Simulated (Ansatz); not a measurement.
# SiH3F: phonon calculation

The run: phonon calculation of SiH3F. Method and program: UKS B3LYP/def2-SVP (Ansatz 0.2.0).

It belongs to a series of runs on one base structure; here: vibrations at the highest image of the band. Figures and captions count atoms from 1; the log counts them from 0 in places.

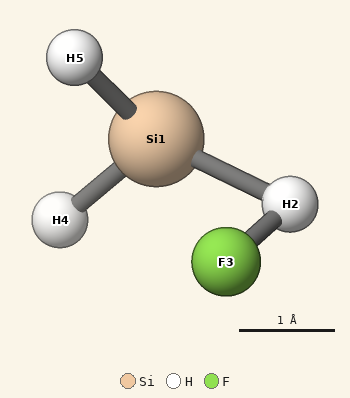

Figure 1. The structure (ball-and-stick view, seen at a tilt; atoms are numbered from 1 in the order of the input). Bond lengths as drawn: F–H 1.15 Å and H–Si 1.50 to 1.67 Å.

### Input
```yaml
crystal:
  periodic: [false, false, false]
  atoms:
    - { symbol: Si, position_ang: [-0.444872, -0.031903, 0.360961] }
    - { symbol: H, position_ang: [0.023518, -1.148407, -0.796148] }
    - { symbol: F, position_ang: [0.883141, -0.42448, -1.049768] }
    - { symbol: H, position_ang: [0.452603, 0.268087, 1.527492] }
    - { symbol: H, position_ang: [-0.91439, 1.336703, -0.042336] }
magnetization:
  spin_polarized: true
basis:
  gaussian: { orbitals: def2-SVP }
hamiltonian:
  xc: b3lyp
phonons: {}
```

Hardware: 1 thread of Arm Neoverse V1, 24 GiB of memory available, shared host.

Command:
```bash
ansatz run input.yaml --threads 1 --pin off --max-ram 2048MiB --backend cpu --events-out ev --progress --plain --runs-dir out
```

### The program's output
```
Engine: ansatz 0.2.0, aarch64-unknown-linux-gnu
Functional definition: B3LYP
  parameter a0 = 0.2
  parameter ax = 0.72
  parameter ac = 0.81
  exchange = (1 - a0 - ax)*slater_x + ax*b88_x + a0*exact_x
  correlation = (1 - ac)*vwn_rpa_c + ac*lyp_c
482 factors; integrals over basis functions are off by at most 2.4e-4 eV
mean field evaluation 1: about -10635.6062 eV, gradient 1.9e1 eV
mean field evaluation 2: about -10631.4971 eV, gradient 4.0e1 eV
mean field evaluation 4: about -10636.8333 eV, gradient 1.1e0 eV
mean field evaluation 8: about -10636.8432 eV, gradient 3.8e-3 eV
mean field evaluation 16: about -10636.6569 eV, gradient 1.5e0 eV
mean field -10636.84321782 eV, -390.8967783436 hartree, gradient 8.1e-6 eV, S^2 0.000000; 1 other end points of the search recorded, 0 dependent functions left out
the calculation of the forces begins
reference -10636.84340509 eV, -390.8967852257 hartree; 13, 13 occupied and 34, 34 virtual orbitals, 482 factors
these checks for a lower state are left out or cut short: stability, starts, cluster_reference, orbital_swaps, neighbouring_geometries, increment
482 factors; integrals over basis functions are off by at most 2.4e-4 eV
mean field -10636.84320345 eV, -390.8967778154 hartree, gradient 8.3e-7 eV, S^2 0.000000; 0 other end points of the search recorded, 0 dependent functions left out
[... from here on the field's lines of each further geometry are left out, up to the last ...]
the calculation of the forces begins
reference -10636.84338624 eV, -390.8967845328 hartree; 13, 13 occupied and 34, 34 virtual orbitals, 482 factors
these checks for a lower state are left out or cut short: stability, starts, cluster_reference, orbital_swaps, neighbouring_geometries, increment
482 factors; integrals over basis functions are off by at most 2.4e-4 eV
mean field -10636.84321809 eV, -390.8967783535 hartree, gradient 5.6e-6 eV, S^2 0.000000; 0 other end points of the search recorded, 0 dependent functions left out
the calculation of the forces begins
reference -10636.84340536 eV, -390.8967852356 hartree; 13, 13 occupied and 34, 34 virtual orbitals, 482 factors
WARN: phonons: modes at or below zero, which the zero-point energy, F, S and C_V leave out: 1, the lowest at -1182.22 cm⁻¹. A minimum has none, and a first-order saddle one
Total energy: -10636.84340509 eV, -390.8967852257 hartree
Atom 0 at    -0.444872    -0.031903     0.360961 Å, force     0.009582    -0.045722    -0.022276 eV/Å
Atom 1 at     0.023518    -1.148407    -0.796148 Å, force     0.010045     0.008397    -0.006493 eV/Å
Atom 2 at     0.883141    -0.424480    -1.049768 Å, force    -0.025070    -0.005002     0.010263 eV/Å
Atom 3 at     0.452603     0.268087     1.527492 Å, force     0.006931     0.015548     0.022335 eV/Å
Atom 4 at    -0.914390     1.336703    -0.042336 Å, force    -0.001487     0.026778    -0.003829 eV/Å
Dipole moment:    -0.133719    -0.028661     0.095060 e Å
Vibrations: -1182.22 444.78 560.04 693.15 802.71 1025.31 1891.84 2163.37 2177.27 cm⁻¹, zero-point energy 0.604948 eV
```

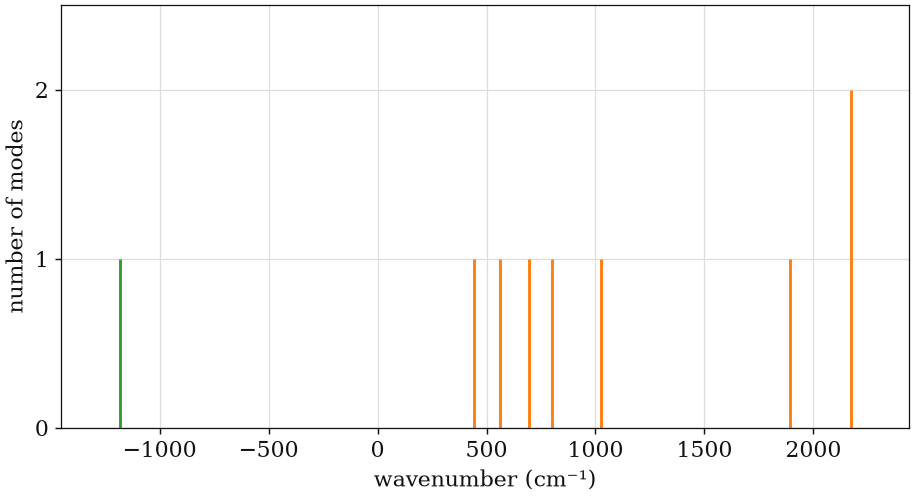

Figure 2. Harmonic vibrational wavenumbers from the force constants; neighbouring modes closer than 15 cm⁻¹ are counted in one stick, and imaginary ones are drawn at negative wavenumbers. 9 modes from 1182i to 2177 cm⁻¹, 1 imaginary beyond 8i (1182i cm⁻¹): a first-order saddle point, if the geometry is stationary.

### Summary

- outcome: converged
- total energy: −10636.8434 eV
- mean-field energy: −10636.8434 eV
- largest force (length of the vector): 0.052 eV/Å
- wall time: 26 s
- peak memory: 0.1 GiB
